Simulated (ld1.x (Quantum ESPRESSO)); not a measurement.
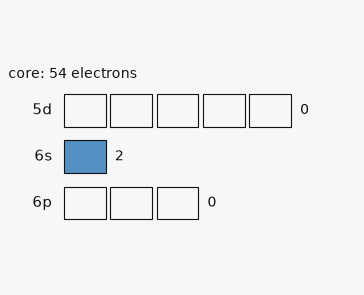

The valence shells of the reference configuration: a box for each of the 2l + 1 orbitals, shaded by the share of the shell that is filled, with the electron count at the right.

# Pseudopotential generation: Ba (part 1 of 2)

Barium (Ba, Z = 56), core [Xe], reference valence 5d0 6s2 6p0, valence charge 2. Computed at this level: TM potential, PBE, fully relativistic, made with ld1.x (Quantum ESPRESSO) 7.5.

### Input file
```
 &input
   title='Ba', zed=56., rel=2, dft='PBE', iswitch=3,
   config='[Xe] 5d0 6s2 6p0', rel_dist='average',
   nld=5, rlderiv=4.45, eminld=-2.0, emaxld=5.0, deld=0.02
 /
 &inputp
   pseudotype=2, tm=.true., lloc=0,
   nlcc=.true., new_core_ps=.true., rcore=2.05,
   file_pseudopw='Ba.UPF', file_wfcaegen='ae.wfc', file_wfcncgen='nc.wfc', file_beta='beta', file_chi='chi'
 /
3
6P  2  1   0.00   0.00  4.10  4.10  0.0
5D  3  2   0.00   0.00  3.25  3.25  0.0
6S  1  0   2.00   0.00  3.05  3.05  0.0
 &test
   configts(1)='5d0 6s2 6p0'
 /
```

### Input of the test run
```
 &input
   title='Ba', zed=56., rel=2, dft='PBE', iswitch=2,
   config='[Xe] 5d0 6s2 6p0', rel_dist='average'
 /
 &test
   file_pseudo='Ba.UPF', nconf=8,
   configts(1)='5d0 6s2 6p0',
   configts(2)='5d0 6s1 6p0',
   configts(3)='5d0 6s1.5 6p0',
   configts(4)='5d0 6s1 6p1',
   configts(5)='5d0.5 6s1.5 6p0',
   configts(6)='5d0 6s0 6p1',
   configts(7)='5d1 6s1 6p0',
   configts(8)='5d1 6s0 6p0'
 /
```

Hardware: 1 CPU thread, shared host.

Command:
```bash
ld1.x < Ba.in > Ba.out
```

### Output
```
     Program LD1 v.7.5
     --------------------------- All-electron run ----------------------------

     Ba
     dirac relativistic calculation

     atomic number is 56.00
     dft =PBE   lsd =0 sic =0 latt =0  beta=0.20 tr2=1.0E-14
     Exchange-correlation= PBE
                           (   1   4   3   4   0   0   0)
     mesh =1251 r(mesh) =  99.44933 a.u. xmin = -7.00 dx = 0.01250
     1 Ry =  13.60569312 eV, c = 137.03599908

     n l j   nl                  e(Ry)          e(Ha)          e(eV)
     Spin orbit split results
     1 0 0.5 1S 1( 2.00)     -2736.3443     -1368.1721    -37229.8604
     2 0 0.5 2S 1( 2.00)      -432.3356      -216.1678     -5882.2251
     2 1 0.5 2P 1( 2.00)      -407.2274      -203.6137     -5540.6114
     2 1 1.5 2P 1( 4.00)      -379.1699      -189.5849     -5158.8688
     3 0 0.5 3S 1( 2.00)       -91.2612       -45.6306     -1241.6721
     3 1 0.5 3P 1( 2.00)       -80.7283       -40.3642     -1098.3645
     3 1 1.5 3P 1( 4.00)       -75.3049       -37.6525     -1024.5756
     4 0 0.5 4S 1( 2.00)       -17.9055        -8.9527      -243.6162
     4 1 0.5 4P 1( 2.00)       -14.0774        -7.0387      -191.5322
     4 1 1.5 4P 1( 4.00)       -12.9471        -6.4736      -176.1548
     3 2 1.5 3D 1( 4.00)       -56.8358       -28.4179      -773.2904
     3 2 2.5 3D 1( 6.00)       -55.6798       -27.8399      -757.5622
     5 0 0.5 5S 1( 2.00)        -2.4719        -1.2359       -33.6319
     5 1 0.5 5P 1( 2.00)        -1.4821        -0.7410       -20.1644
     5 1 1.5 5P 1( 4.00)        -1.3298        -0.6649       -18.0933
     4 2 1.5 4D 1( 4.00)        -6.6975        -3.3487       -91.1240
     4 2 2.5 4D 1( 6.00)        -6.5054        -3.2527       -88.5106
     5 2 1.5 5D 1( 0.00)        -0.1537        -0.0768        -2.0906
     5 2 2.5 5D 1( 0.00)        -0.1447        -0.0723        -1.9682
     6 0 0.5 6S 1( 2.00)        -0.2373        -0.1187        -3.2290
     6 1 0.5 6P 1( 0.00)        -0.0983        -0.0492        -1.3375
     6 1 1.5 6P 1( 0.00)        -0.0884        -0.0442        -1.2029
     Averaged results
     1 0     1S 1( 2.00)     -2736.3443     -1368.1721    -37229.8604
     2 0     2S 1( 2.00)      -432.3356      -216.1678     -5882.2251
     2 1     2P 1( 6.00)      -388.5224      -194.2612     -5286.1164
     3 0     3S 1( 2.00)       -91.2612       -45.6306     -1241.6721
     3 1     3P 1( 6.00)       -77.1127       -38.5564     -1049.1719
     4 0     4S 1( 2.00)       -17.9055        -8.9527      -243.6162
     4 1     4P 1( 6.00)       -13.3239        -6.6619      -181.2806
     3 2     3D 1(10.00)       -56.1422       -28.0711      -763.8535
     5 0     5S 1( 2.00)        -2.4719        -1.2359       -33.6319
     5 1     5P 1( 6.00)        -1.3806        -0.6903       -18.7837
     4 2     4D 1(10.00)        -6.5822        -3.2911       -89.5559
     5 2     5D 1( 0.00)        -0.1483        -0.0741        -2.0172
     6 0     6S 1( 2.00)        -0.2373        -0.1187        -3.2290
     6 1     6P 1( 0.00)        -0.0917        -0.0459        -1.2478

     final scf error:  5.6E-15 reached in  22 iterations

     Etot =  -16278.661332 Ry,   -8139.330666 Ha, -221482.470530 eV

     Ekin =   17378.820834 Ry,    8689.410417 Ha,  236450.903113 eV
     Encl =  -39590.547570 Ry,  -19795.273785 Ha, -538656.840804 eV
     Eh   =    6329.476587 Ry,    3164.738294 Ha,   86116.916072 eV
     Exc  =    -396.411183 Ry,    -198.205592 Ha,   -5393.448911 eV

     normalization and overlap integrals

     s(1S/1S) =  1.000000  <r> =   0.0256  <r2> =    0.0009  r(max) =   0.0164
     s(2S/2S) =  1.000000  <r> =   0.1093  <r2> =    0.0141  r(max) =   0.0930
     s(2P/2P) =  1.000000  <r> =   0.0919  <r2> =    0.0104  r(max) =   0.0715
     s(2P/2P) =  1.000000  <r> =   0.0979  <r2> =    0.0117  r(max) =   0.0761
     s(3S/3S) =  1.000000  <r> =   0.2916  <r2> =    0.0973  r(max) =   0.2657
     s(3P/3P) =  1.000000  <r> =   0.2815  <r2> =    0.0921  r(max) =   0.2528
     s(3P/3P) =  1.000000  <r> =   0.2934  <r2> =    0.0999  r(max) =   0.2657
     s(4S/4S) =  1.000000  <r> =   0.6739  <r2> =    0.5126  r(max) =   0.6217
     s(4P/4P) =  1.000000  <r> =   0.6969  <r2> =    0.5527  r(max) =   0.6374
     s(4P/4P) =  1.000000  <r> =   0.7241  <r2> =    0.5964  r(max) =   0.6618
     s(3D/3D) =  1.000000  <r> =   0.2644  <r2> =    0.0826  r(max) =   0.2148
     s(3D/3D) =  1.000000  <r> =   0.2681  <r2> =    0.0848  r(max) =   0.2175
     s(5S/5S) =  1.000000  <r> =   1.6394  <r2> =    3.0221  r(max) =   1.4728
     s(5P/5P) =  1.000000  <r> =   1.8628  <r2> =    3.9388  r(max) =   1.6277
     s(5P/5P) =  1.000000  <r> =   1.9482  <r2> =    4.3118  r(max) =   1.6899
     s(4D/4D) =  1.000000  <r> =   0.7947  <r2> =    0.7340  r(max) =   0.6870
     s(4D/4D) =  1.000000  <r> =   0.8047  <r2> =    0.7524  r(max) =   0.6957
     s(5D/5D) =  1.000000  <r> =   3.5108  <r2> =   15.1148  r(max) =   2.4587
     s(5D/5D) =  1.000000  <r> =   3.5991  <r2> =   15.8995  r(max) =   2.4897
     s(6S/6S) =  1.000000  <r> =   4.7918  <r2> =   25.9633  r(max) =   4.1564
     s(6P/6P) =  1.000000  <r> =   6.2639  <r2> =   44.7714  r(max) =   5.2706
     s(6P/6P) =  1.000000  <r> =   6.5317  <r2> =   48.6742  r(max) =   5.4720

     ------------------------ End of All-electron run ------------------------

     --------------------- Generating NC pseudopotential ---------------------

      Generating local pot.: lloc=0, matching radius rcloc =   3.0500

      Computing core charge for nlcc:

       r > 2.06 : true rho core
      Core charge pseudized with two Bessel functions
      Integrated core pseudo-charge :  12.92

     Fully relativistic calculation: |psi|^2

     Wfc 6P LC norm =  0.99998860 SC norm =  0.00001128 missing  0.00000012

     Wfc 6P LC norm =  0.99998942 SC norm =  0.00000894 missing  0.00000164

     Wfc 5D LC norm =  0.99995807 SC norm =  0.00004192 missing  0.00000001

     Wfc 5D LC norm =  0.99996006 SC norm =  0.00003846 missing  0.00000148

      Wfc   6P  rcut= 4.054  Using Troullier-Martins method

      Wfc   6P  rcut= 4.054  Using Troullier-Martins method

      Wfc   5D  rcut= 3.237  Using Troullier-Martins method

      Wfc   5D  rcut= 3.237  Using Troullier-Martins method

     ------------------- End of pseudopotential generation -------------------

     --------------------------- All-electron run ----------------------------

     Ba
     dirac relativistic calculation

     atomic number is 56.00
     dft =PBE   lsd =0 sic =0 latt =0  beta=0.20 tr2=1.0E-14
     Exchange-correlation= PBE
                           (   1   4   3   4   0   0   0)
     mesh =1251 r(mesh) =  99.44933 a.u. xmin = -7.00 dx = 0.01250
     1 Ry =  13.60569312 eV, c = 137.03599908

     n l j   nl                  e(Ry)          e(Ha)          e(eV)
     Spin orbit split results
     1 0 0.5 1S 1( 2.00)     -2736.3443     -1368.1721    -37229.8604
     2 0 0.5 2S 1( 2.00)      -432.3356      -216.1678     -5882.2251
     2 1 0.5 2P 1( 2.00)      -407.2274      -203.6137     -5540.6114
     2 1 1.5 2P 1( 4.00)      -379.1699      -189.5849     -5158.8688
     3 0 0.5 3S 1( 2.00)       -91.2612       -45.6306     -1241.6721
     3 1 0.5 3P 1( 2.00)       -80.7283       -40.3642     -1098.3645
     3 1 1.5 3P 1( 4.00)       -75.3049       -37.6525     -1024.5756
     4 0 0.5 4S 1( 2.00)       -17.9055        -8.9527      -243.6162
     4 1 0.5 4P 1( 2.00)       -14.0774        -7.0387      -191.5322
     4 1 1.5 4P 1( 4.00)       -12.9471        -6.4736      -176.1548
     3 2 1.5 3D 1( 4.00)       -56.8358       -28.4179      -773.2904
     3 2 2.5 3D 1( 6.00)       -55.6798       -27.8399      -757.5622
     5 0 0.5 5S 1( 2.00)        -2.4719        -1.2359       -33.6319
     5 1 0.5 5P 1( 2.00)        -1.4821        -0.7410       -20.1644
     5 1 1.5 5P 1( 4.00)        -1.3298        -0.6649       -18.0933
     4 2 1.5 4D 1( 4.00)        -6.6975        -3.3487       -91.1240
     4 2 2.5 4D 1( 6.00)        -6.5054        -3.2527       -88.5106
     5 2 1.5 5D 1( 0.00)        -0.1537        -0.0768        -2.0906
     5 2 2.5 5D 1( 0.00)        -0.1447        -0.0723        -1.9682
     6 0 0.5 6S 1( 2.00)        -0.2373        -0.1187        -3.2290
     6 1 0.5 6P 1( 0.00)        -0.0983        -0.0492        -1.3375
     6 1 1.5 6P 1( 0.00)        -0.0884        -0.0442        -1.2029
     Averaged results
     1 0     1S 1( 2.00)     -2736.3443     -1368.1721    -37229.8604
     2 0     2S 1( 2.00)      -432.3356      -216.1678     -5882.2251
     2 1     2P 1( 6.00)      -388.5224      -194.2612     -5286.1164
     3 0     3S 1( 2.00)       -91.2612       -45.6306     -1241.6721
     3 1     3P 1( 6.00)       -77.1127       -38.5564     -1049.1719
     4 0     4S 1( 2.00)       -17.9055        -8.9527      -243.6162
     4 1     4P 1( 6.00)       -13.3239        -6.6619      -181.2806
     3 2     3D 1(10.00)       -56.1422       -28.0711      -763.8535
     5 0     5S 1( 2.00)        -2.4719        -1.2359       -33.6319
     5 1     5P 1( 6.00)        -1.3806        -0.6903       -18.7837
     4 2     4D 1(10.00)        -6.5822        -3.2911       -89.5559
     5 2     5D 1( 0.00)        -0.1483        -0.0741        -2.0172
     6 0     6S 1( 2.00)        -0.2373        -0.1187        -3.2290
     6 1     6P 1( 0.00)        -0.0917        -0.0459        -1.2478

     final scf error:  5.6E-15 reached in  22 iterations

     Etot =  -16278.661332 Ry,   -8139.330666 Ha, -221482.470530 eV

     Ekin =   17378.820834 Ry,    8689.410417 Ha,  236450.903113 eV
     Encl =  -39590.547570 Ry,  -19795.273785 Ha, -538656.840804 eV
     Eh   =    6329.476587 Ry,    3164.738294 Ha,   86116.916072 eV
     Exc  =    -396.411183 Ry,    -198.205592 Ha,   -5393.448911 eV

     normalization and overlap integrals

     s(1S/1S) =  1.000000  <r> =   0.0256  <r2> =    0.0009  r(max) =   0.0164
     s(2S/2S) =  1.000000  <r> =   0.1093  <r2> =    0.0141  r(max) =   0.0930
     s(2P/2P) =  1.000000  <r> =   0.0919  <r2> =    0.0104  r(max) =   0.0715
     s(2P/2P) =  1.000000  <r> =   0.0979  <r2> =    0.0117  r(max) =   0.0761
     s(3S/3S) =  1.000000  <r> =   0.2916  <r2> =    0.0973  r(max) =   0.2657
     s(3P/3P) =  1.000000  <r> =   0.2815  <r2> =    0.0921  r(max) =   0.2528
     s(3P/3P) =  1.000000  <r> =   0.2934  <r2> =    0.0999  r(max) =   0.2657
     s(4S/4S) =  1.000000  <r> =   0.6739  <r2> =    0.5126  r(max) =   0.6217
     s(4P/4P) =  1.000000  <r> =   0.6969  <r2> =    0.5527  r(max) =   0.6374
     s(4P/4P) =  1.000000  <r> =   0.7241  <r2> =    0.5964  r(max) =   0.6618
     s(3D/3D) =  1.000000  <r> =   0.2644  <r2> =    0.0826  r(max) =   0.2148
     s(3D/3D) =  1.000000  <r> =   0.2681  <r2> =    0.0848  r(max) =   0.2175
     s(5S/5S) =  1.000000  <r> =   1.6394  <r2> =    3.0221  r(max) =   1.4728
     s(5P/5P) =  1.000000  <r> =   1.8628  <r2> =    3.9388  r(max) =   1.6277
     s(5P/5P) =  1.000000  <r> =   1.9482  <r2> =    4.3118  r(max) =   1.6899
     s(4D/4D) =  1.000000  <r> =   0.7947  <r2> =    0.7340  r(max) =   0.6870
     s(4D/4D) =  1.000000  <r> =   0.8047  <r2> =    0.7524  r(max) =   0.6957
     s(5D/5D) =  1.000000  <r> =   3.5108  <r2> =   15.1148  r(max) =   2.4587
     s(5D/5D) =  1.000000  <r> =   3.5991  <r2> =   15.8995  r(max) =   2.4897
     s(6S/6S) =  1.000000  <r> =   4.7918  <r2> =   25.9633  r(max) =   4.1564
     s(6P/6P) =  1.000000  <r> =   6.2639  <r2> =   44.7714  r(max) =   5.2706
     s(6P/6P) =  1.000000  <r> =   6.5317  <r2> =   48.6742  r(max) =   5.4720

     ------------------------ End of All-electron run ------------------------

     Computing logarithmic derivative in   4.45229
     Computing logarithmic derivative in   4.45229
     Computing the partial wave expansion
       no projector for channel:   0
     R is outside the sphere for l=    1 j= 0.50
     R is outside the sphere for l=    1 j= 1.50
     R is outside the sphere for l=    2 j= 1.50
     R is outside the sphere for l=    2 j= 2.50

     ---------------------- Testing the pseudopotential ----------------------

     Ba
     dirac relativistic calculation

     atomic number is 56.00   valence charge is  2.00
     dft =PBE   lsd =0 sic =0 latt =0  beta=0.20 tr2=1.0E-14
     mesh =1251 r(mesh) =  99.44933 xmin = -7.00 dx = 0.01250

     n l  j  nl             e AE (Ry)       e PS (Ry)    De AE-PS (Ry)
     3 2 1.5 5D   1( 0.00)       -0.15366       -0.15366       -0.00000
     3 2 2.5 5D   1( 0.00)       -0.14466       -0.14466        0.00000
     1 0 0.5 6S   1( 2.00)       -0.23733       -0.23733       -0.00000
     2 1 0.5 6P   1( 0.00)       -0.09831       -0.09831       -0.00000
     2 1 1.5 6P   1( 0.00)       -0.08841       -0.08841       -0.00000

     eps = 5.2E-15  iter = 17

     Etot =  -16278.661332 Ry,   -8139.330666 Ha, -221482.470530 eV
     Etotps =   -15.057583 Ry,      -7.528791 Ha,    -204.868853 eV

     Ekin =       0.272890 Ry,       0.136445 Ha,       3.712863 eV
     Encl =      -1.542223 Ry,      -0.771112 Ha,     -20.983017 eV
     Ehrt =       0.751645 Ry,       0.375823 Ha,      10.226656 eV
     Ecxc =     -14.539895 Ry,      -7.269948 Ha,    -197.825355 eV
     (Ecc =     -13.923768 Ry,      -6.961884 Ha,    -189.442515 eV)

     ---------------------- End of pseudopotential test ----------------------
```

### Output of the test run (extracts)
```
     ---------------------- Testing the pseudopotential ----------------------

     Ba
     dirac relativistic calculation

     atomic number is 56.00   valence charge is  2.00
     dft =PBE   lsd =0 sic =0 latt =0  beta=0.20 tr2=1.0E-14
     mesh =1251 r(mesh) =  99.44933 xmin = -7.00 dx = 0.01250

     n l  j  nl             e AE (Ry)       e PS (Ry)    De AE-PS (Ry)
     3 2 1.5 5D   1( 0.00)       -0.15366       -0.15366       -0.00000
     3 2 2.5 5D   1( 0.00)       -0.14466       -0.14466        0.00000
     1 0 0.5 6S   1( 2.00)       -0.23733       -0.23733       -0.00000
     2 1 0.5 6P   1( 0.00)       -0.09831       -0.09831       -0.00000
     2 1 1.5 6P   1( 0.00)       -0.08841       -0.08841       -0.00000

     eps = 5.4E-15  iter = 17

     Etot =  -16278.661332 Ry,   -8139.330666 Ha, -221482.470530 eV
     Etotps =   -15.057583 Ry,      -7.528791 Ha,    -204.868853 eV

     Ekin =       0.272890 Ry,       0.136445 Ha,       3.712863 eV
     Encl =      -1.542223 Ry,      -0.771112 Ha,     -20.983017 eV
     Ehrt =       0.751645 Ry,       0.375823 Ha,      10.226656 eV
     Ecxc =     -14.539895 Ry,      -7.269948 Ha,    -197.825355 eV
     (Ecc =     -13.923768 Ry,      -6.961884 Ha,    -189.442515 eV)

     ---------------------- End of pseudopotential test ----------------------

     ---------------------- Testing the pseudopotential ----------------------

     Ba
     dirac relativistic calculation

     atomic number is 56.00   valence charge is  2.00
     dft =PBE   lsd =0 sic =0 latt =0  beta=0.20 tr2=1.0E-14
     mesh =1251 r(mesh) =  99.44933 xmin = -7.00 dx = 0.01250

     n l  j  nl             e AE (Ry)       e PS (Ry)    De AE-PS (Ry)
     3 2 1.5 5D   1( 0.00)       -0.52633       -0.52668        0.00035
     3 2 2.5 5D   1( 0.00)       -0.51493       -0.51526        0.00033
     1 0 0.5 6S   1( 1.00)       -0.55724       -0.55789        0.00064
     2 1 0.5 6P   1( 0.00)       -0.37800       -0.37767       -0.00033
     2 1 1.5 6P   1( 0.00)       -0.36148       -0.36135       -0.00013

     eps = 2.7E-15  iter =  7

     Etot =  -16278.267308 Ry,   -8139.133654 Ha, -221477.109572 eV
     Etotps =   -14.663576 Ry,      -7.331788 Ha,    -199.508122 eV
     dEtot_ae =       0.394023 Ry
     dEtot_ps =       0.394006 Ry,   Delta E=       0.000017 Ry

     Ekin =       0.175659 Ry,       0.087830 Ha,       2.389964 eV
     Encl =      -0.777828 Ry,      -0.388914 Ha,     -10.582891 eV
     Ehrt =       0.209308 Ry,       0.104654 Ha,       2.847782 eV
     Ecxc =     -14.270716 Ry,      -7.135358 Ha,    -194.162977 eV
     (Ecc =     -13.923768 Ry,      -6.961884 Ha,    -189.442515 eV)

     ---------------------- End of pseudopotential test ----------------------

     ---------------------- Testing the pseudopotential ----------------------

     Ba
     dirac relativistic calculation

     atomic number is 56.00   valence charge is  2.00
     dft =PBE   lsd =0 sic =0 latt =0  beta=0.20 tr2=1.0E-14
     mesh =1251 r(mesh) =  99.44933 xmin = -7.00 dx = 0.01250

     n l  j  nl             e AE (Ry)       e PS (Ry)    De AE-PS (Ry)
     3 2 1.5 5D   1( 0.00)       -0.33179       -0.33143       -0.00035
     3 2 2.5 5D   1( 0.00)       -0.32159       -0.32124       -0.00035
     1 0 0.5 6S   1( 1.50)       -0.39243       -0.39224       -0.00018
     2 1 0.5 6P   1( 0.00)       -0.23310       -0.23276       -0.00034
     2 1 1.5 6P   1( 0.00)       -0.21989       -0.21958       -0.00030

     eps = 1.5E-15  iter =  9

     Etot =  -16278.504349 Ry,   -8139.252175 Ha, -221480.334679 eV
     Etotps =   -14.900660 Ry,      -7.450330 Ha,    -202.733803 eV
     dEtot_ae =       0.156982 Ry
     dEtot_ps =       0.156923 Ry,   Delta E=       0.000059 Ry

     Ekin =       0.233279 Ry,       0.116640 Ha,       3.173929 eV
     Encl =      -1.169411 Ry,      -0.584705 Ha,     -15.910643 eV
     Ehrt =       0.446605 Ry,       0.223302 Ha,       6.076367 eV
     Ecxc =     -14.411133 Ry,      -7.205567 Ha,    -196.073456 eV
     (Ecc =     -13.923768 Ry,      -6.961884 Ha,    -189.442515 eV)

     ---------------------- End of pseudopotential test ----------------------

     ---------------------- Testing the pseudopotential ----------------------

     Ba
     dirac relativistic calculation

     atomic number is 56.00   valence charge is  2.00
     dft =PBE   lsd =0 sic =0 latt =0  beta=0.20 tr2=1.0E-14
     mesh =1251 r(mesh) =  99.44933 xmin = -7.00 dx = 0.01250

     n l  j  nl             e AE (Ry)       e PS (Ry)    De AE-PS (Ry)
     3 2 1.5 5D   1( 0.00)       -0.21376       -0.21658        0.00282
     3 2 2.5 5D   1( 0.00)       -0.20377       -0.20645        0.00268
     1 0 0.5 6S   1( 1.00)       -0.27969       -0.28036        0.00067
     2 1 0.5 6P   1( 0.33)       -0.13505       -0.13461       -0.00044
     2 1 1.5 6P   1( 0.67)       -0.12440       -0.12393       -0.00047

     eps = 9.5E-16  iter = 12

     Etot =  -16278.512616 Ry,   -8139.256308 Ha, -221480.447147 eV
     Etotps =   -14.908376 Ry,      -7.454188 Ha,    -202.838783 eV
     dEtot_ae =       0.148716 Ry
     dEtot_ps =       0.149207 Ry,   Delta E=      -0.000491 Ry

     Ekin =       0.294154 Ry,       0.147077 Ha,       4.002174 eV
     Encl =      -1.427008 Ry,      -0.713504 Ha,     -19.415432 eV
     Ehrt =       0.661993 Ry,       0.330996 Ha,       9.006873 eV
     Ecxc =     -14.451085 Ry,      -7.225543 Ha,    -196.617032 eV
     (Ecc =     -13.923768 Ry,      -6.961884 Ha,    -189.442515 eV)
     Epseu=       0.013570 Ry,       0.006785 Ha,       0.184634 eV

     ---------------------- End of pseudopotential test ----------------------
```

(Continued in part 2.) Outcome of the run: generated.
